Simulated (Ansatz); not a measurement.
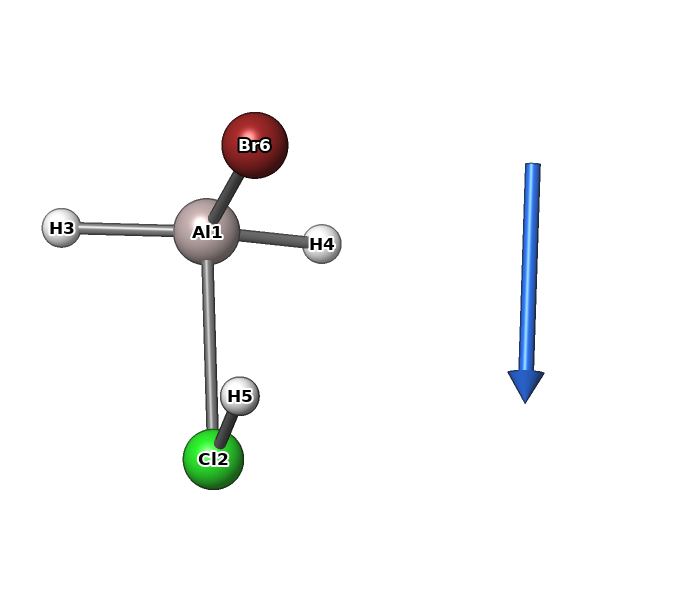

The arrow beside the molecule shows the direction of the dipole moment, from the negative to the positive end (its length means nothing). The computed structure is the end point of a PBE0-D4/def2-TZVP optimisation. Properties computed with RKS PBE0-D4/def2-TZVP (Ansatz 0.2.0).

Q: Estimate the dipole moment.

A: 2.17 D; it points from the side of Br6 to the side of Cl2 (the outermost atoms at the two ends).
